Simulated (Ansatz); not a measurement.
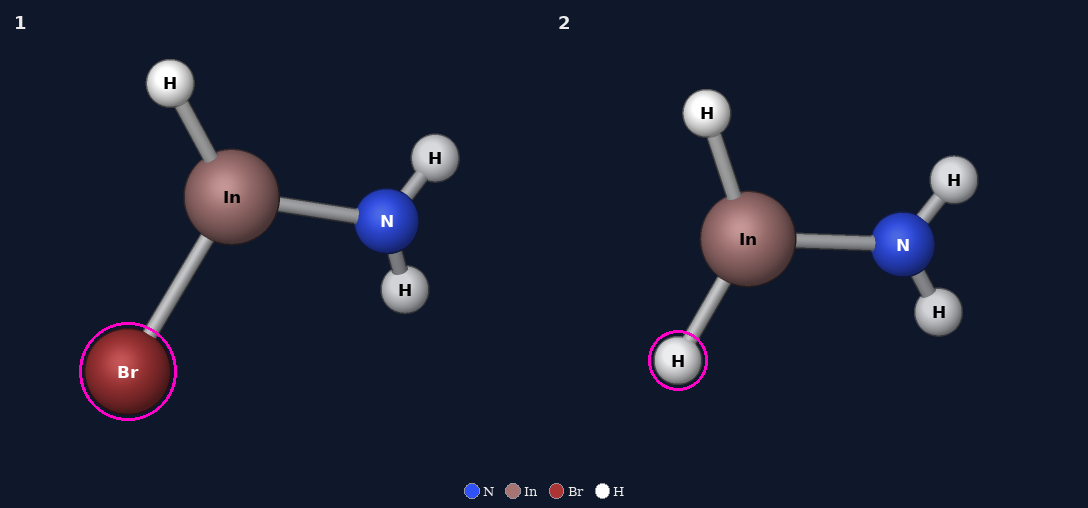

2 molecules with one skeleton, seen from the same side and at one scale; the atom that differs is circled. Each species is neutral and a spin singlet. Computed geometries: PBE0-D4/def2-TZVP optimisations, one conformation each. Properties computed with Ansatz 0.2.0. Elements past Kr carry core potentials.

One atom differs, called X below: Br in panel 1, H in panel 2. Their formulas are BrH3InN (`[NH2][InH][Br]`), H4InN (`[NH2][InH2]`).

Question: In which is the length of X–In larger (PBE0-D4/def2-TZVP)?

Answer: In panel 1 (X = Br).

Question: In which is the angle X–In–H larger (PBE0-D4/def2-TZVP)?

Answer: In panel 2 (X = H).

Give the values. With PBE0-D4/def2-TZVP: length of X–In (Å), angle X–In–H (°). With PBE0-D4/def2-QZVPP: HOMO energy (Kohn–Sham orbital) (eV), HOMO–LUMO gap (eV). With r2SCAN-D4/def2-TZVPP: dipole moment (D).

| quantity | 1 (Br) | 2 (H) | 2 − 1 |
| --- | --- | --- | --- |
| length of X–In (Å) | 2.479 | 1.712 | −0.767 |
| angle X–In–H (°) | 119.6 | 130.0 | +10.4 |
| HOMO energy (Kohn–Sham orbital) (eV) | −7.50 | −6.98 | +0.52 |
| HOMO–LUMO gap (eV) | 6.19 | 5.86 | −0.33 |
| dipole moment (D) | 3.01 | 0.55 | −2.46 |
